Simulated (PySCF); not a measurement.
CH2O2 (triplet)

```csv
atom,x (Å),y (Å),z (Å)
C,0.2632,-0.3728,-0.4300
O,1.1067,-0.0793,0.5649
O,-1.0411,-0.6202,-0.2711
H,1.2710,0.8762,0.6122
H,-1.5738,0.1593,-0.4969
```

Geometry: PBE0-D3(BJ)/def2-SVP.

All numbers below come from UKS B3LYP, IGLO-III on C O, pcH-1 on H, non-relativistic, mean-field spin-orbit, GIAO in PySCF.

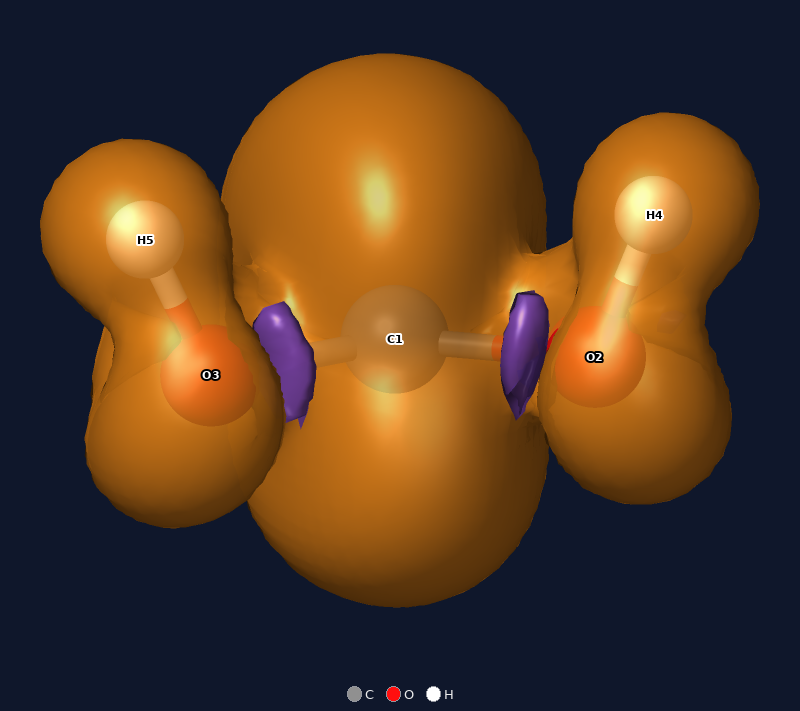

Figure 1. Isosurfaces of the spin density at +0.015 (orange) and −0.015 e/Å³ (purple), seen at a tilt.

### Where is the unpaired spin?

The unpaired spin (2 electrons) lies mostly on C1 (about 1.4), O2 (about 0.2) and O3 (about 0.2), in electrons by Hirshfeld's partition.

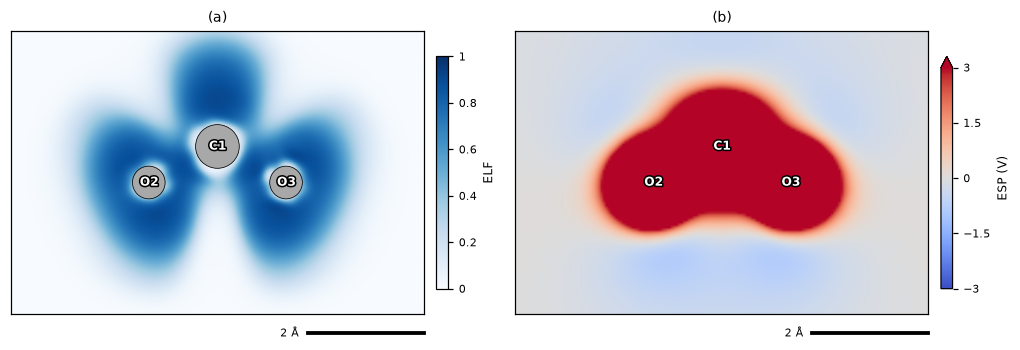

Figure 2. (a) electron localisation function; (b) electrostatic potential on the plane of atoms O2, C1 and O3. Grey discs cover the atomic cores in the ELF map.

### Interpret the plot.

The section cuts through C and O sites. C–O (1.34 Å): the ELF peaks at about 0.90 between the atoms: a polar covalent bond. The ELF also peaks beside O2, O3 and C1, away from the bonds: non-bonding electrons, paired or unpaired. Outside the dense part of the molecule the potential is most negative (−0.8 V) near O2 and O3.

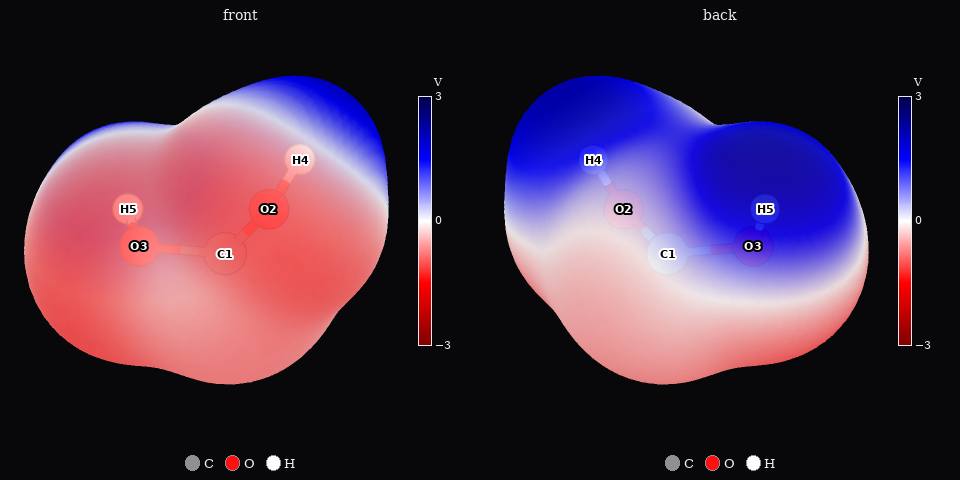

Figure 3. The molecular electrostatic potential painted on the density surface at 0.001 e/bohr³, seen from the front and from behind; the colour scale runs from red (negative) to blue (positive).

### Where is the surface potential most negative and most positive?

The most negative region (about −1.0 V) lies over O2 and O3, the most positive (about +2.2 V) over H4 and H5.
